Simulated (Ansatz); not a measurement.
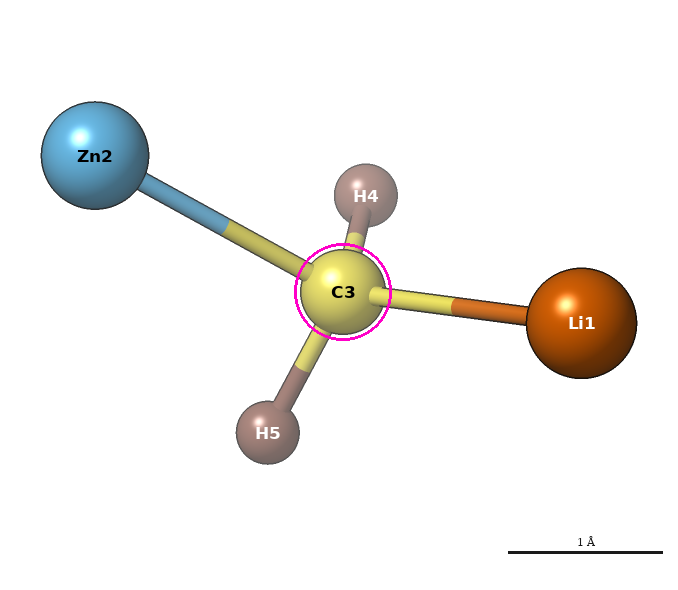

Orthographic view. Depth is shown by fading: the farther an atom, the more it takes the colour of the background. The species has charge +1 and is a spin singlet. The computed structure is the end point of a PBE0-D4/def2-TZVP optimisation. No frequency run is at hand to confirm it as a minimum.

Question: Which atoms are bonded to the circled atom?

Answer: The circled atom is C3; it is bonded to Li1, Zn2, H4, H5.

Question: Which atom is nearest the viewer?

Answer: Li1, 1.1 Å in front of the mean position.

Question: Which two atoms are farthest apart in space?

Answer: Li1 and Zn2, 3.42 Å.

Question: Which atom is farthest from the viewer?

Answer: H4, 1.0 Å behind the mean position.
